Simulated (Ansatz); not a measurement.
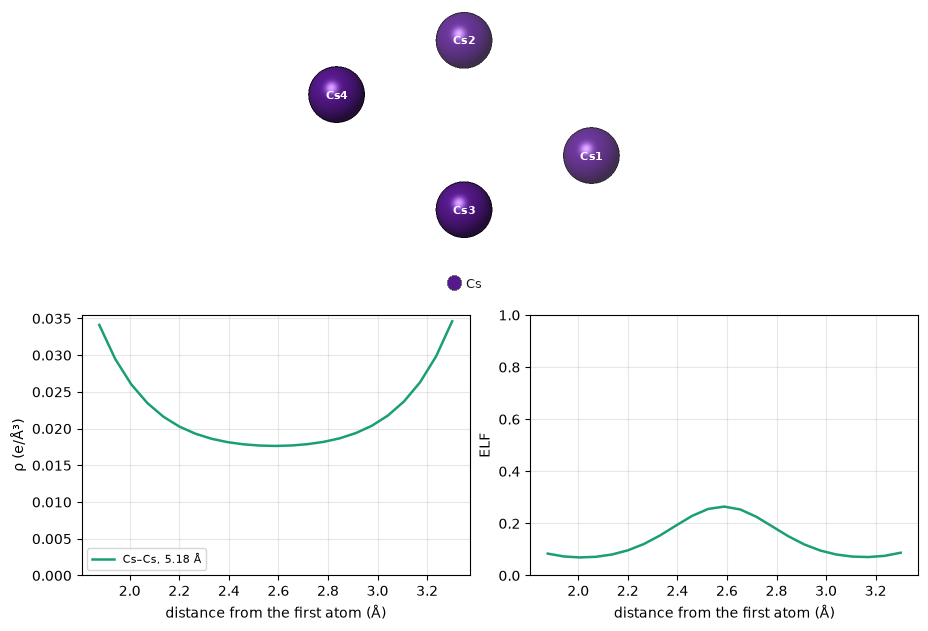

Cs···Cs···Cs···Cs (triplet). Electron density and ELF along straight lines between neighbouring atoms. The curves leave out the atomic cores. The structure is drawn too.

Geometry: r2SCAN/def2-TZVP; ⟨S²⟩ = 2.06, above the pure value of 2.00; core potentials replace the inner electrons of Cs.

These are results of UKS PBE0/def2-TZVP (Ansatz), not measurements.

```xyz
4

Cs    2.2069    2.9263    2.1469
Cs   -2.0696    2.0234   -0.6299
Cs    2.0683   -2.0245    0.6328
Cs   -2.2056   -2.9252   -2.1499
```

What can be read from the curves?

Answer. Cs1···Cs2 (5.18 Å): the density falls to about 0.02 e/Å³ on the way; the ELF dips to about 0.05 between them.
